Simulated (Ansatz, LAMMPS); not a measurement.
# Relaxing Li+ PF6- in dimethoxyethane and ethylene carbonate, from a frame at 400 K (198 atoms)

How does Li+ PF6- in dimethoxyethane and ethylene carbonate, from a frame at 400 K (198 atoms) relax, and what do bonds, charges and levels look like afterwards?

Method: Kohn-Sham DFT, PBE+D3(BJ), PAW (set soft_2), plane waves, in Ansatz 0.2.0.

## 1. Set-up

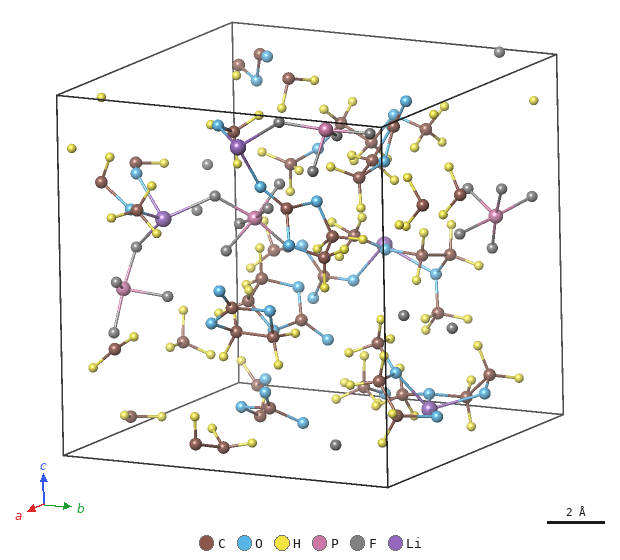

The starting structure, seen slightly off an axis (carbon brown, oxygen blue, hydrogen yellow, phosphorus pink, fluorine grey, lithium purple). Bonds to atoms that aren't drawn are left out. Some periodic images of atoms are drawn too.

The cell holds 198 atoms: 45 C, 33 O, 88 H, 4 P, 24 F and 4 Li. Cell: a = 13.146 Å, b = 13.146 Å, c = 13.146 Å, α = 90.0°, β = 90.0°, γ = 90.0°. 6 dimethoxyethane, 7 ethylene carbonate, 4 Li+, 4 PF6- placed at random, at 1.29 g/cm³; overlaps pushed apart, then 10 ps at 550 K with stiff harmonic cages for PF6 and BF4 with UFF radii; Joung-Cheatham ions (J. Phys. Chem. B 112, 9020 (2008)); MMFF94 bonds, angles, torsions, charges and radii (Halgren, J. Comput. Chem. 17, 490 (1996)) in harmonic and 12-6 forms; charges of ions scaled by 0.8. Snapshot after 30 ps at 400 K and fixed volume.

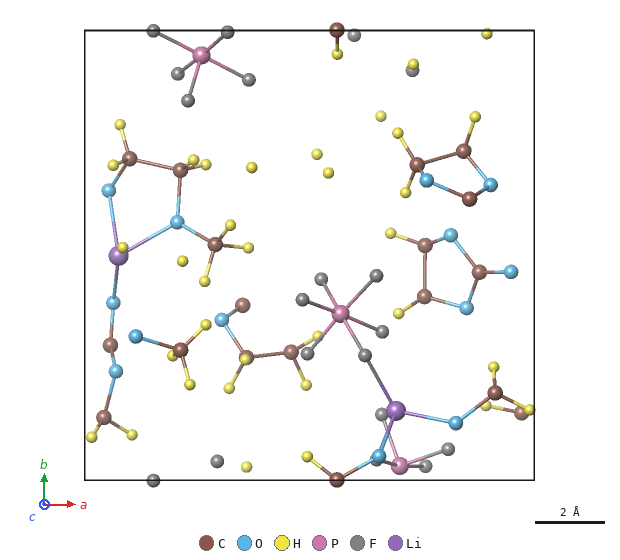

A slice 6 Å thick through the middle of the cell. Bonds to atoms that aren't drawn are left out.

Before any run, some limits are plain. The network of contacts between molecules at the start is that of the classical potential that made the cell. The density was typed from a rule of thumb and may lie off the real one at this temperature. The Brillouin zone is sampled at Γ only, in a cell whose shortest periodic width is 13 Å.

## 2. Single point at the start

The forces at the start show how far the geometry lies from a minimum of this functional.

input.yaml reads:

```yaml
crystal:
  lattice:
    - [13.14569, 0.0, 0.0]
    - [0.0, 13.14569, 0.0]
    - [0.0, 0.0, 13.14569]
  atoms:
    - { symbol: C, position: [0.76783, 0.41764, 0.88865] }
    - { symbol: O, position: [0.87017, 0.42558, 0.92772] }
    - { symbol: C, position: [0.87455, 0.42635, 0.03479] }
    - { symbol: C, position: [0.98179, 0.39943, 0.06363] }
    [... 188 atom lines left out ...]
    - { symbol: F, position: [0.23022, 0.84391, 0.66053] }
    - { symbol: F, position: [0.20753, 0.90354, 0.49603] }
    - { symbol: Li, position: [0.46464, 0.84096, 0.09451] }
    - { symbol: Li, position: [0.96599, 0.53822, 0.89657] }
    - { symbol: Li, position: [0.07573, 0.49904, 0.44284] }
    - { symbol: Li, position: [0.69249, 0.1543, 0.60813] }
kpoints:
  mp_grid: { grid: [1, 1, 1] }
hamiltonian:
  xc: pbe
  dispersion: d3bj
scf:
  occupations: { method: fixed }
output:
  forces: true
  stress: true
  populations: true
  dos:
    method: { smearing: { sigma: 0.1 } }
    de: 0.1
    projected: { site_lists: { C: [C], F: [F], H: [H], Li: [Li], O: [O] } }
  eigenvalues: true
```

Started as:

```sh
> ansatz run input.yaml --threads 4 --pin off --max-ram 8192MiB --backend cpu --events-out ev --progress --plain --runs-dir out
```

It took 49 s on 4 threads of Arm Neoverse V2, shared host; peak memory 3.3 GiB.

The run gave:

| Item | Value |
| --- | --- |
| free energy | -54665.9838 eV |
| free energy per atom | -276.0908 eV/atom |
| SCF cycles | 10 |
| pressure | 2.362 GPa |
| r.m.s. force component | 1.078 eV/Å |
| longest force | 5.735 eV/Å |
| Fermi energy | -0.5023 eV |
| gap (highest filled to lowest empty level) | 3.944 eV |
| spilling of the projection | 0.0127 |

The r.m.s. force component of 1.1 eV/Å and the pressure of 2.4 GPa set the starting point.

Length of the force by element:

```
element  coordination  atoms  mean length of the force (eV/Å)  spread  least   most
      C           all     45                             2.32    1.14  0.395   5.73
      F           all     24                             1.79   0.959  0.401   3.91
      H           all     88                             1.09   0.511  0.142   2.57
     Li           all      4                            0.490   0.180  0.322  0.776
      O           all     33                             1.94   0.697  0.683   3.68
      P           all      4                             2.03    1.08  0.286   3.25
```

## 3. Relaxation

The atoms are relaxed in the fixed cell, aiming at the force tolerance of the input.

input.yaml, the sections that differ from step 2:

```yaml
output:
  forces: true
relax:
  f_tol: 0.03
  max_steps: 200
# crystal, kpoints, hamiltonian, scf: as in step 2
```

It took 17 min on 4 threads; peak memory 3 GiB; 67 min of CPU time.

Step by step (22 of 58):

```
step  energy less that of the first step (eV)  largest force component (eV/Å)
   1                                   0.0000                          5.0293
   4                                 -11.7630                          0.8125
   6                                 -12.3026                          0.3317
   9                                 -12.5801                          0.3557
  12                                 -12.7886                          0.4117
  15                                 -12.9309                          0.3521
  17                                 -13.0222                          0.1583
  20                                 -13.1004                          0.3397
  23                                 -13.1653                          0.1582
  25                                 -13.1916                          0.1401
  28                                 -13.2281                          0.2510
  31                                 -13.2700                          0.1275
  34                                 -13.3045                          0.1314
  36                                 -13.3347                          0.0818
  39                                 -13.3711                          0.2212
  42                                 -13.4143                          0.4058
  44                                 -13.4405                          0.2643
  47                                 -13.4647                          0.0734
  50                                 -13.4764                          0.0721
  53                                 -13.4829                          0.0547
  55                                 -13.4864                          0.0517
  58                                 -13.4890                          0.0257
```

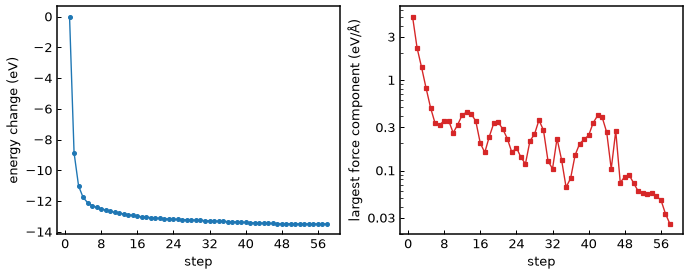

Energy and largest force along the relaxation.

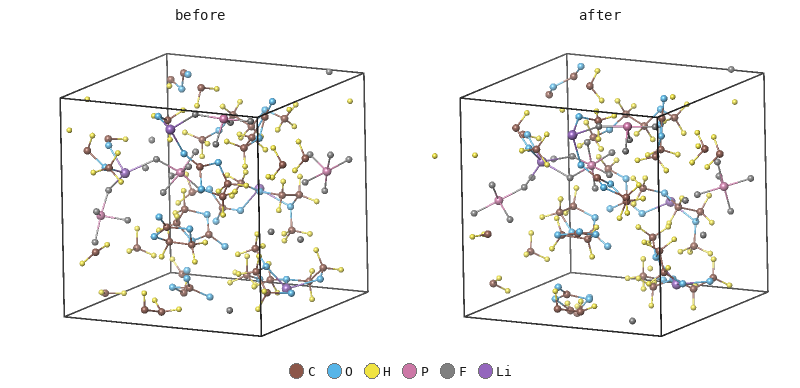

The structure before and after the relaxation, drawn at the same scale. Bonds to atoms that aren't drawn are left out.

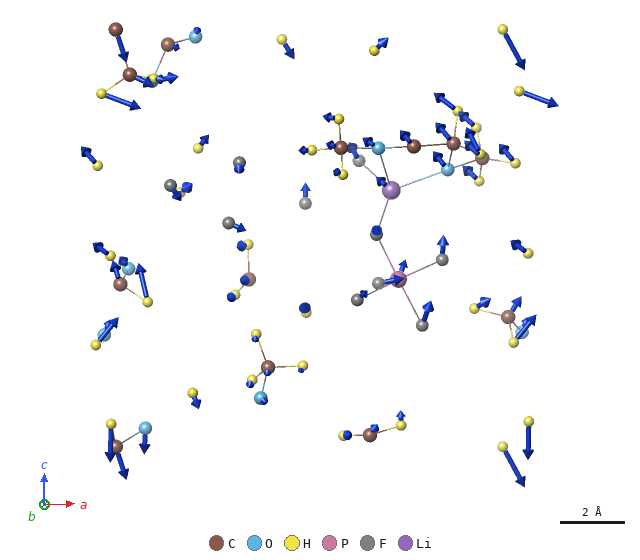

Displacements in the relaxation, scaled; the longest in the cell stands for 3.44 Å. Drawn is a slice 4 Å thick, seen along the normal of the ac plane. Bonds to atoms that aren't drawn are left out.

The atoms that moved most (Å):

```
atom      dx      dy      dz  length
H156   1.632  -0.002  -3.029   3.441
H154   2.830  -0.790  -1.041   3.117
H124  -0.582   1.112   2.748   3.022
H155  -0.050   0.241  -2.808   2.819
H126   1.636   0.262   1.960   2.566
  H8  -1.015   2.299   0.278   2.529
 H29  -0.908   1.540   1.787   2.528
H163  -2.082  -1.317  -0.237   2.475
```

The relaxation changed the energy by -68.1 meV/atom, and atoms moved by 1.4 Å r.m.s., 3.4 Å at most.

## 4. Local order after relaxation

Density 1.29 g/cm³, 11.47 Å³ an atom.

Pair distribution functions g(r), in bins of 0.2 Å:

```
r (Å)  total   H-H   H-C   H-O   H-F  H-Li   H-P
 1.00   1.96  0.00  9.70  0.00  0.00  0.00  0.00
 1.20   1.64  0.00  7.05  0.00  0.00  0.00  0.00
 1.40   1.20  0.00  0.00  0.00  0.00  0.00  0.00
 1.60   0.67  0.00  0.00  0.00  0.00  0.00  0.00
 1.80   0.90  4.53  0.00  0.00  0.00  0.00  0.00
 2.00   1.08  0.00  0.00  6.20  0.00  0.00  0.00
 2.20   0.96  0.18  2.48  0.21  0.09  0.00  0.00
 2.40   1.22  2.06  0.04  0.16  0.65  0.00  0.00
 2.60   0.86  1.06  1.35  1.22  1.67  0.00  0.00
 2.80   0.62  0.58  0.54  0.88  1.82  0.31  0.00
 3.00   0.82  1.40  0.76  0.99  0.48  1.98  0.00
 3.20   0.91  0.68  1.21  1.03  0.99  3.25  0.48
 3.40   0.91  0.56  0.90  0.74  0.89  2.90  2.17
 3.60   0.85  0.99  0.60  0.60  0.76  0.81  2.37
 3.80   0.92  0.94  0.87  0.74  0.92  2.33  1.77
 4.00   1.05  0.86  1.27  1.23  1.15  2.09  1.59
 4.20   1.01  1.04  0.62  1.39  1.31  0.74  1.16
 4.40   0.96  0.79  0.96  1.16  1.08  0.00  1.07
 4.60   1.16  1.18  1.00  1.19  1.80  0.61  1.46
 4.80   1.09  0.97  1.27  1.00  1.35  1.11  1.34
 5.00   1.01  0.88  1.13  1.14  1.12  0.30  0.92
 5.20   1.00  1.01  0.94  0.88  0.86  1.33  1.33
 5.40   1.06  1.01  0.93  1.01  0.86  1.05  1.25
 5.60   1.02  1.05  0.92  0.84  1.13  0.98  1.14
 5.80   1.11  1.09  1.02  1.20  0.96  1.52  1.15
 6.00   1.00  1.02  1.12  0.96  1.04  1.01  0.78
 6.20   1.00  1.02  1.02  0.97  1.02  0.80  1.15
 6.40   0.94  0.83  1.08  0.82  0.92  1.32  0.62
```

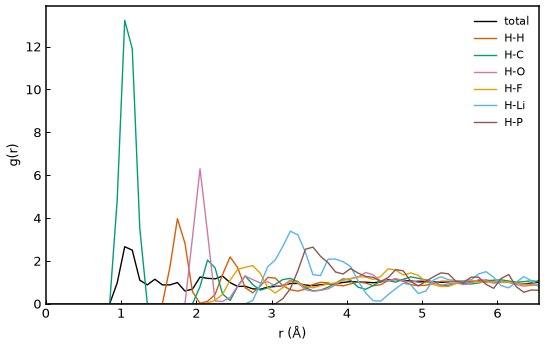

Pair distribution functions, lightly smoothed.

## 5. Single point at the relaxed geometry

One more single point at the end of the walk gives the fuller output and checks the residual forces.

input.yaml reads:

```yaml
crystal:
  lattice:
    - [13.14569, 0.0, 0.0]
    - [0.0, 13.14569, 0.0]
    - [0.0, 0.0, 13.14569]
  atoms:
    - { symbol: C, position: [0.73635, 0.55556, 0.89199] }
    - { symbol: O, position: [0.82889, 0.50843, 0.92526] }
    - { symbol: C, position: [0.83326, 0.49991, 0.0337] }
    - { symbol: C, position: [0.92254, 0.43265, 0.05901] }
    [... 188 atom lines left out ...]
    - { symbol: F, position: [0.17891, 0.85949, 0.55339] }
    - { symbol: F, position: [0.23785, 0.94781, 0.41259] }
    - { symbol: Li, position: [0.48786, 0.80292, 0.11608] }
    - { symbol: Li, position: [0.97458, 0.55286, 0.87435] }
    - { symbol: Li, position: [0.0243, 0.52663, 0.37476] }
    - { symbol: Li, position: [0.63813, 0.21186, 0.65468] }
kpoints:
  mp_grid: { grid: [1, 1, 1] }
hamiltonian:
  xc: pbe
  dispersion: d3bj
scf:
  occupations: { method: fixed }
output:
  forces: true
  stress: true
  populations: true
  dos:
    method: { smearing: { sigma: 0.08 } }
    de: 0.1
    projected: { site_lists: { C: [C], F: [F], H: [H], Li: [Li], O: [O] } }
  eigenvalues: true
  write_density: true
  write_potential: true
  volumetric_format: npy
  elf: true
```

Elapsed: 51 s, on 4 threads; peak memory 3.3 GiB; 3.3 min of CPU time.

The program notes that the exchange-correlation potential is rough where the density is thin.

Read from the output:

```yaml
free_energy: -54679.4728 eV
free_energy_per_atom: -276.1590 eV/atom
scf_cycles: 10
pressure: -0.3247 GPa
r_m_s_force_component: 0.00416 eV/Å
longest_force: 0.03329 eV/Å
fermi_energy: -0.9418 eV
spacing_of_highest_filled_and_lowest_empty_level: 5.168 eV
spilling_of_the_projection: 0.01259
```

Löwdin charges by element (they lack the spilled electrons, 0.042 e an atom on average):

```
element  coordination  atoms  mean charge (e)  spread   least    most
      C           all     45           0.0141   0.311  -0.235   0.729
      F           all     24           -0.473  0.0091  -0.497  -0.458
      H           all     88            0.200  0.0192   0.162   0.245
     Li           all      4            0.766  0.0089   0.757   0.779
      O           all     33           -0.339   0.064  -0.459  -0.252
      P           all      4             2.42  0.0032    2.41    2.42
```

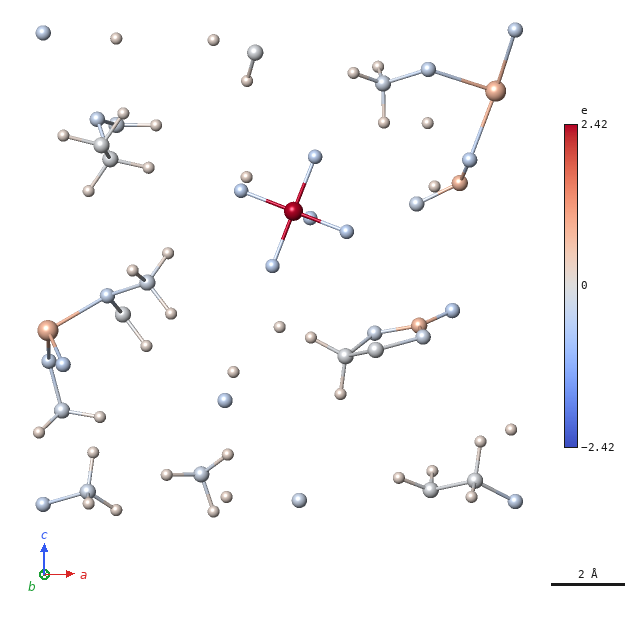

Atoms coloured by Löwdin charge. Drawn is a slice 4 Å thick, seen along the normal of the ac plane. Bonds to atoms that aren't drawn are left out.

States in the cell by windows of 1 eV, zero at the Fermi level; the larger projections on atomic orbitals stand beside the total:

```
from (eV)  to (eV)  total   O p   C p   F p  H s   C s
      -14      -13   23.2   4.2   1.7   0.0  4.0  12.0
      -13      -12    2.8   0.5   0.2   0.0  0.5   1.5
      -12      -11    8.9   1.9   0.5   0.0  2.3   3.9
      -11      -10   34.1   6.5   4.9   3.0  6.4   9.2
      -10       -9   10.8   2.6   2.0   1.6  0.8   1.2
       -9       -8   18.2   4.7   4.6   0.0  2.8   3.4
       -8       -7   28.4   5.0   7.2  10.3  1.8   0.2
       -7       -6   64.7  16.9  22.6   8.3  9.0   2.0
       -6       -5   53.5  14.5  16.7  13.4  6.3   0.4
       -5       -4   74.2  16.4  20.6  25.3  8.8   0.4
       -4       -3   70.0  12.9  16.9  30.2  7.9   0.3
       -3       -2   76.8  14.5  17.7  33.1  8.9   0.2
       -2       -1   50.0  31.8   4.7   7.8  4.7   0.0
       -1        0   27.7  19.8   2.5   0.1  4.8   0.0
        0        1    0.7   0.5   0.1   0.0  0.1   0.0
        1        5    0.0   0.0   0.0   0.0  0.0   0.0
```

The curve was stored every 0.10 eV, coarse against its broadening of 0.08 eV, so these counts are rough.

With fixed occupations the program's Fermi level is the highest filled level; weight inside the gap is the broadening of levels at its edges.

Between -26 and -14 eV lie 114 more states.

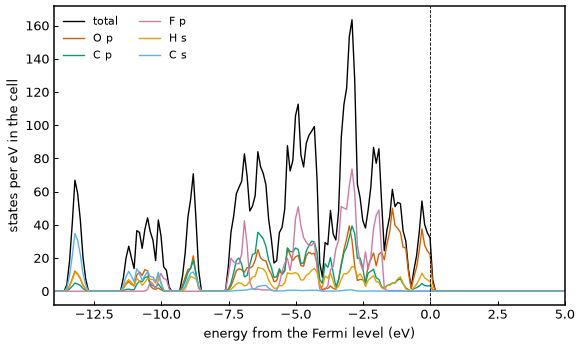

Total and projected density of states, with the broadening of the input.

Not all projections were asked for or kept, so they needn't add up to the total.

The levels nearest the highest filled one (over half full), pooled over k-points and spins:

```
level less the highest filled one (eV)  occupation
                                -0.232           2
                                -0.221           2
                                -0.151           2
                               -0.0764           2
                               -0.0353           2
                                     0           2
                                  5.17           0
                                  5.21           0
                                  5.29           0
                                  5.33           0
                                  5.46           0
                                  5.50           0
```

Mean Löwdin charges: C +0.01, F -0.47, H +0.20, Li +0.77, O -0.34, P +2.42 e (they miss 1.3 % of the electrons, so they add up to more than the cell's charge).

Runs without a result: total_charge = -1 (refused).

1 further run on a deliberately doubtful input is not shown.

## 6. What came out

| Item | Value |
| --- | --- |
| energy change in the relaxation | -68.13 meV/atom |
| r.m.s. displacement | 1.357 Å |
| largest displacement | 3.441 Å |
| free energy per atom | -276.1590 eV/atom |
| pressure | -0.3247 GPa |
| r.m.s. force component | 0.00416 eV/Å |
| gap (highest filled to lowest empty level) | 5.168 eV |
| wall time of the 3 DFT runs | 19 min |

In words: Relaxation lowers the energy by 68.1 meV/atom and moves atoms by 1.4 Å r.m.s.; the r.m.s. force component goes from 1.1 to 0.0042 eV/Å, the pressure goes from 2.4 to -0.32 GPa, and the gap from 3.94 to 5.17 eV. From the first step to the last the energy fell by 13.489 eV, and the largest move was 3.44 Å (H156). The highest filled and lowest empty levels differ by 5.17 eV (at Γ alone); a semilocal functional tends to put such gaps too low. In a disordered cell it changes from sample to sample and from frame to frame.

**Limits.** The network of contacts between molecules at the start is that of the classical potential that made the cell; in DFT atoms moved by 1.4 Å r.m.s.

[Logs are printed without paths, hosts, clocks, repeated set-up lines and the standing remarks that a program may print on its own settings, such as how far it seeks lower states.]

[Hosts, paths, dates, database ids (printed as entryN), source tags and the programs' standing remarks are cut or masked in the printed files.]

[The MMFF94 radii named for the starting cell were scaled by 0.96; in molecules described by MMFF94, hydrogen bound to N, O or S took a small fixed 12-6 site in their place.]
